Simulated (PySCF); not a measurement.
# Eu(OH)2: other functionals and bases at one geometry

Aim: see how levels, charges and forces of Eu(OH)2 depend on the level of theory. The species was built from a template and needn't be a known compound.

The runs use PySCF 2.14.0; several levels, as the steps say, no spin–orbit coupling.

2 further runs of the same task are left out: 2 for a known fault of the program.

**1. The starting structure**

5 atoms, charge 0, spin multiplicity 1.

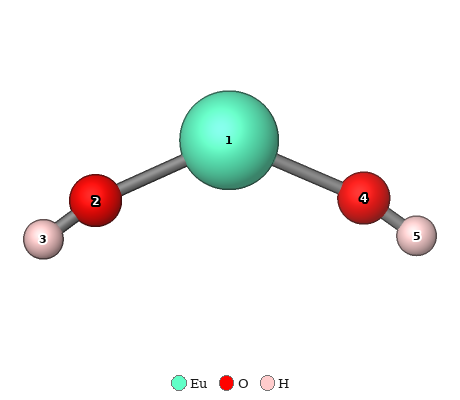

The structure; europium green, oxygen red, hydrogen pink; atoms are numbered from 1 in the order of the file.

Coordinates:

```
Eu    0.0452    0.7710   -0.0560
O    -0.0055    0.0502    1.9873
H    -0.0383   -0.4531    2.8022
O    -0.0055   -0.2374   -1.9737
H    -0.0383   -0.8532   -2.7073
```

Formal oxidation states: Eu +2. Each metal's 7 4f electrons lie in its core potential, so multiplicities, spins and levels count the valence alone. An earlier session relaxed this geometry at PBE0, Eu lcecp-0-SVP with ECP53, O def2-SVP, H def2-SVP (singlet, point group C2v).

At PBE0 on the finer grid: E = -180.823032 Eh, frontier levels not given, since the 4f levels lie in the core, Mulliken charge on Eu1 +0.87 e, largest force component 0.018 eV/Å. 

Levels to run: r2SCAN; BLYP; wB97X; M06-L; PBE0, TZVP; PBE0, SVP. Hardware: 2 threads of Intel Xeon at 2.70GHz, shared host.

**2. r2SCAN**

File run.py (the lines that set the calculation):

```python
mol = gto.M(atom='''
Eu     0.04520     0.77098    -0.05599
O     -0.00549     0.05023     1.98726
H     -0.03829    -0.45310     2.80221
O     -0.00549    -0.23742    -1.97367
H     -0.03829    -0.85322    -2.70734''',
    basis={'Eu': 'lcecp-0-SVP', 'O': 'def2-SVP', 'H': 'def2-SVP'},
    ecp={'Eu': 'lcecp-0-SVP'},
    charge=0, spin=0)
mf = dft.RKS(mol, xc='R2SCAN')
mf.grids.atom_grid = (75, 302)  # f atoms: unpruned, at least (60, 302)
mf = mf.density_fit()  # fitting sets: Eu AutoAux, O def2-universal-JKFIT, H def2-universal-JKFIT
mf.conv_tol = 1e-08; mf.max_cycle = 55
mf.kernel(dm0)  # dm0: the density of the relaxed state
```

Run with:

```bash
OMP_NUM_THREADS=2 python run.py
```

What it wrote:

```text
init E= -180.92881809093
cycle= 1 E= -180.929211144304  delta_E= -0.000393  |g|= 0.00601  |ddm|= 0.0681
cycle= 2 E= -180.929196658028  delta_E= 1.45e-05  |g|= 0.0107  |ddm|= 0.0187
cycle= 3 E= -180.929223278435  delta_E= -2.66e-05  |g|= 0.00212  |ddm|= 0.00905
cycle= 4 E= -180.929224197701  delta_E= -9.19e-07  |g|= 0.000295  |ddm|= 0.00233
cycle= 5 E= -180.929224215318  delta_E= -1.76e-08  |g|= 1.97e-05  |ddm|= 0.00024
cycle= 6 E= -180.929224215432  delta_E= -1.13e-10  |g|= 1.17e-05  |ddm|= 3.91e-05
Extra cycle  E= -180.929224215318  delta_E= 1.14e-10  |g|= 2.62e-05  |ddm|= 2.81e-05
converged SCF energy = -180.929224215318
```

Wall time 5.9 s (2 threads of Intel Xeon at 2.70GHz, shared host).

It gives: E = -180.929224 Eh, frontier levels not given, since the 4f levels lie in the core, Mulliken charge on Eu1 +0.84 e, largest force component 0.166 eV/Å. 

**3. BLYP**

Edit run.py (the lines that set the calculation) of step 2 so:

```diff
@@ -9,3 +9,3 @@
     charge=0, spin=0)
-mf = dft.RKS(mol, xc='R2SCAN')
+mf = dft.RKS(mol, xc='BLYP')
 mf.grids.atom_grid = (75, 302)  # f atoms: unpruned, at least (60, 302)
```

Run with:

```bash
OMP_NUM_THREADS=2 python run.py
```

What it wrote:

```text
init E= -180.938546918887
cycle= 1 E= -180.941751570931  delta_E= -0.0032  |g|= 0.0716  |ddm|= 0.318
cycle= 2 E= -180.93343864022  delta_E= 0.00831  |g|= 0.214  |ddm|= 0.24
cycle= 3 E= -180.943238100385  delta_E= -0.0098  |g|= 0.0195  |ddm|= 0.14
cycle= 4 E= -180.943361319402  delta_E= -0.000123  |g|= 0.00353  |ddm|= 0.0249
cycle= 5 E= -180.943363998903  delta_E= -2.68e-06  |g|= 0.000168  |ddm|= 0.00309
cycle= 6 E= -180.943364006136  delta_E= -7.23e-09  |g|= 2.52e-05  |ddm|= 0.000222
Extra cycle  E= -180.943364006023  delta_E= 1.14e-10  |g|= 3.71e-05  |ddm|= 6.64e-05
converged SCF energy = -180.943364006023
```

It took 4.1 s on 2 threads of Intel Xeon at 2.70GHz, shared host.

Result: E = -180.943364 Eh, frontier levels not given, since the 4f levels lie in the core, Mulliken charge on Eu1 +0.69 e, largest force component 0.623 eV/Å. 

**4. wB97X**

Edit run.py (the lines that set the calculation) of step 3 so:

```diff
@@ -9,3 +9,3 @@
     charge=0, spin=0)
-mf = dft.RKS(mol, xc='BLYP')
+mf = dft.RKS(mol, xc='WB97X')
 mf.grids.atom_grid = (75, 302)  # f atoms: unpruned, at least (60, 302)
```

Run with:

```bash
OMP_NUM_THREADS=2 python run.py
```

What it wrote:

```text
init E= -180.959605553113
cycle= 1 E= -180.960614152616  delta_E= -0.00101  |g|= 0.0232  |ddm|= 0.0891
cycle= 2 E= -180.960627101197  delta_E= -1.29e-05  |g|= 0.0257  |ddm|= 0.0338
cycle= 3 E= -180.960750808299  delta_E= -0.000124  |g|= 0.00234  |ddm|= 0.0164
cycle= 4 E= -180.960753974923  delta_E= -3.17e-06  |g|= 0.000305  |ddm|= 0.00538
cycle= 5 E= -180.960754072604  delta_E= -9.77e-08  |g|= 9.58e-05  |ddm|= 0.000886
cycle= 6 E= -180.960754084199  delta_E= -1.16e-08  |g|= 2.09e-05  |ddm|= 0.000341
cycle= 7 E= -180.960754084742  delta_E= -5.43e-10  |g|= 5.25e-06  |ddm|= 7.41e-05
Extra cycle  E= -180.960754084773  delta_E= -3.13e-11  |g|= 3.98e-06  |ddm|= 1.45e-05
converged SCF energy = -180.960754084773
```

It took 4.6 s on 2 threads of Intel Xeon at 2.70GHz, shared host.

Read off: E = -180.960754 Eh, frontier levels not given, since the 4f levels lie in the core, Mulliken charge on Eu1 +0.89 e, largest force component 0.179 eV/Å. 

**5. M06-L**

Edit run.py (the lines that set the calculation) of step 4 so:

```diff
@@ -9,3 +9,3 @@
     charge=0, spin=0)
-mf = dft.RKS(mol, xc='WB97X')
+mf = dft.RKS(mol, xc='M06L')
 mf.grids.atom_grid = (75, 302)  # f atoms: unpruned, at least (60, 302)
```

Run with:

```bash
OMP_NUM_THREADS=2 python run.py
```

What it wrote:

```text
init E= -180.97748096084
cycle= 1 E= -180.979912063654  delta_E= -0.00243  |g|= 0.0513  |ddm|= 0.184
cycle= 2 E= -180.977783292334  delta_E= 0.00213  |g|= 0.114  |ddm|= 0.118
cycle= 3 E= -180.980495657118  delta_E= -0.00271  |g|= 0.00162  |ddm|= 0.0786
cycle= 4 E= -180.980496652551  delta_E= -9.95e-07  |g|= 0.000514  |ddm|= 0.00341
cycle= 5 E= -180.980496712337  delta_E= -5.98e-08  |g|= 0.000137  |ddm|= 0.000664
cycle= 6 E= -180.980496716366  delta_E= -4.03e-09  |g|= 5.92e-05  |ddm|= 0.000188
Extra cycle  E= -180.980496713398  delta_E= 2.97e-09  |g|= 0.000133  |ddm|= 0.000137
converged SCF energy = -180.980496713398
```

Run time: 5.6 s. Hardware: 2 threads of Intel Xeon at 2.70GHz, shared host.

Result: E = -180.980497 Eh, frontier levels not given, since the 4f levels lie in the core, Mulliken charge on Eu1 +0.95 e, largest force component 0.245 eV/Å. 

**6. PBE0, TZVP**

Basis: Eu lcecp-0-TZVP with ECP53, O def2-TZVP, H def2-TZVP. 

File run.py (the lines that set the calculation):

```python
mol = gto.M(atom='''
Eu     0.04520     0.77098    -0.05599
O     -0.00549     0.05023     1.98726
H     -0.03829    -0.45310     2.80221
O     -0.00549    -0.23742    -1.97367
H     -0.03829    -0.85322    -2.70734''',
    basis={'Eu': 'lcecp-0-TZVP', 'O': 'def2-TZVP', 'H': 'def2-TZVP'},
    ecp={'Eu': 'lcecp-0-TZVP'},
    charge=0, spin=0)
mf = dft.RKS(mol, xc='PBE0')
mf.grids.atom_grid = (75, 302)  # f atoms: unpruned, at least (60, 302)
mf = mf.density_fit()  # fitting sets: Eu AutoAux, O def2-universal-JKFIT, H def2-universal-JKFIT
mf.conv_tol = 1e-08; mf.max_cycle = 55
mf.kernel(dm0)  # dm0: free metal ions and neutral atoms
```

Run with:

```bash
OMP_NUM_THREADS=2 python run.py
```

What it wrote:

```text
init E= -189.458096155549
cycle= 1 E= -176.835185257337  delta_E= 12.6  |g|= 3.94  |ddm|=  3.4
cycle= 2 E= -174.027382834801  delta_E= 2.81  |g|=  6.3  |ddm|= 5.02
cycle= 3 E= -180.4464500913  delta_E= -6.42  |g|= 1.67  |ddm|= 2.93
cycle= 4 E= -180.989052294894  delta_E= -0.543  |g|= 0.278  |ddm|= 0.909
cycle= 5 E= -181.013766015841  delta_E= -0.0247  |g|= 0.106  |ddm|= 0.496
cycle= 6 E= -181.016258567388  delta_E= -0.00249  |g|= 0.0137  |ddm|= 0.114
cycle= 7 E= -181.016292164189  delta_E= -3.36e-05  |g|= 0.00314  |ddm|= 0.013
cycle= 8 E= -181.016293862574  delta_E= -1.7e-06  |g|= 0.00113  |ddm|= 0.00254
cycle= 9 E= -181.016294079419  delta_E= -2.17e-07  |g|= 0.000476  |ddm|= 0.000771
cycle= 10 E= -181.016294121678  delta_E= -4.23e-08  |g|= 0.000106  |ddm|= 0.000299
cycle= 11 E= -181.0162941242  delta_E= -2.52e-09  |g|= 1.01e-05  |ddm|= 7.83e-05
Extra cycle  E= -181.016294124179  delta_E= 2.12e-11  |g|= 1.77e-05  |ddm|= 1.8e-05
converged SCF energy = -181.016294124179
```

Wall time 11 s (2 threads of Intel Xeon at 2.70GHz, shared host).

Read off: E = -181.016294 Eh, frontier levels not given, since the 4f levels lie in the core, Mulliken charge on Eu1 +1.22 e, largest force component 0.249 eV/Å. 

**7. PBE0, SVP**

Basis: Eu def2-SVP with ECP28, O def2-SVP, H def2-SVP. The 4f electrons are now in the valence.

File run.py (the lines that set the calculation):

```python
mol = gto.M(atom='''
Eu     0.04520     0.77098    -0.05599
O     -0.00549     0.05023     1.98726
H     -0.03829    -0.45310     2.80221
O     -0.00549    -0.23742    -1.97367
H     -0.03829    -0.85322    -2.70734''',
    basis={'Eu': 'def2-SVP', 'O': 'def2-SVP', 'H': 'def2-SVP'},
    ecp={'Eu': 'def2-SVP'},
    charge=0, spin=7)
mf = dft.UKS(mol, xc='PBE0')
mf.grids.atom_grid = (75, 302)  # f atoms: unpruned, at least (60, 302)
mf = mf.density_fit()  # fitting sets: Eu def2-universal-JKFIT, O def2-universal-JKFIT, H def2-universal-JKFIT
mf.conv_tol = 1e-08; mf.max_cycle = 55
mf.kernel(dm0)  # dm0: free metal ions and neutral atoms
```

Run with:

```bash
OMP_NUM_THREADS=2 python run.py
```

What it wrote:

```text
init E= -870.397743519156
cycle= 1 E= -857.658666245766  delta_E= 12.7  |g|= 2.71  |ddm|= 2.93
cycle= 2 E= -827.617765616732  delta_E=   30  |g|= 8.46  |ddm|=   12
  HOMO = -0.764618406855  LUMO = -0.352269618775  gap/eV = 11.22058
cycle= 3 E= -858.867113299322  delta_E= -31.2  |g|= 3.32  |ddm|= 11.8
  HOMO = -0.315348119737  LUMO = -0.0795445484986  gap/eV = 6.41654
cycle= 4 E= -861.61793046907  delta_E= -2.75  |g|= 0.745  |ddm|= 1.48
  HOMO = -0.124307472012  LUMO = -0.0414277764062  gap/eV = 2.25527
cycle= 5 E= -861.798201122921  delta_E= -0.18  |g|= 0.162  |ddm|= 0.653
  HOMO = -0.138906447051  LUMO = -0.0338435872072  gap/eV = 2.85891
cycle= 6 E= -861.801854105147  delta_E= -0.00365  |g|= 0.0584  |ddm|= 0.084
  HOMO = -0.156731281721  LUMO = -0.0392493963324  gap/eV = 3.19684
cycle= 7 E= -861.80282594596  delta_E= -0.000972  |g|= 0.0259  |ddm|= 0.0482
  HOMO = -0.162369279474  LUMO = -0.0401163390913  gap/eV = 3.32667
cycle= 8 E= -861.803025771306  delta_E= -0.0002  |g|= 0.00624  |ddm|= 0.0218
  HOMO = -0.161116044992  LUMO = -0.0398792249927  gap/eV = 3.29902
cycle= 9 E= -861.803036634263  delta_E= -1.09e-05  |g|= 0.000718  |ddm|= 0.00461
  HOMO = -0.160998863998  LUMO = -0.0397799742293  gap/eV = 3.29853
cycle= 10 E= -861.803036847251  delta_E= -2.13e-07  |g|= 0.00031  |ddm|= 0.000791
  HOMO = -0.161019313395  LUMO = -0.0397590540074  gap/eV = 3.29966
cycle= 11 E= -861.803036893762  delta_E= -4.65e-08  |g|= 0.000141  |ddm|= 0.000467
  HOMO = -0.161035375831  LUMO = -0.0397581621587  gap/eV = 3.30012
cycle= 12 E= -861.80303690404  delta_E= -1.03e-08  |g|= 6.69e-05  |ddm|= 0.000182
  HOMO = -0.161047184462  LUMO = -0.039758272013  gap/eV = 3.30044
cycle= 13 E= -861.80303690849  delta_E= -4.45e-09  |g|= 1.43e-05  |ddm|= 0.00016
  HOMO = -0.16104689848  LUMO = -0.0397585369272  gap/eV = 3.30042
Extra cycle  E= -861.803036908957  delta_E= -4.66e-10  |g|= 1.27e-05  |ddm|= 5.79e-05
converged SCF energy = -861.803036908957  <S^2> = 15.759284  2S+1 = 8.0023206
```

Wall time 27 s (2 threads of Intel Xeon at 2.70GHz, shared host).

Read off: E = -861.803037 Eh, HOMO -4.38 eV, LUMO -1.28 eV (over both spins), ⟨S²⟩ = 15.759, Mulliken charge on Eu1 +0.93 e, largest force component 0.342 eV/Å. 

**8. Results**

| level | state | charge on Eu1 (e) | dipole (D) | largest force (eV/Å) | basis functions | time |
| --- | --- | --- | --- | --- | --- | --- |
| PBE0 (relaxed here) | singlet | 0.87 | 3.27 | 0.02 | 69 | 14 s |
| r2SCAN | singlet | 0.84 | 3.23 | 0.17 | 69 | 5.9 s |
| BLYP | singlet | 0.69 | 2.99 | 0.62 | 69 | 4.1 s |
| wB97X | singlet | 0.89 | 3.41 | 0.18 | 69 | 4.6 s |
| M06-L | singlet | 0.95 | 3.36 | 0.25 | 69 | 5.6 s |
| PBE0, TZVP | singlet | 1.22 | 3.58 | 0.25 | 121 | 11 s |
| PBE0, SVP | octet | 0.93 | 3.23 | 0.34 | 116 | 27 s |

Times are on 2 threads of Intel Xeon at 2.70GHz, shared host; the first row also made further properties.

The largest leftover force, 0.62 eV/Å with BLYP, stands at a geometry relaxed at another level. The Mulliken charge on Eu spans +0.69 to +1.22 e over the levels. With 4f in the core, its levels are missing from HOMO and gap. Total energies of different levels can't be compared. Spin–orbit coupling is left out throughout.
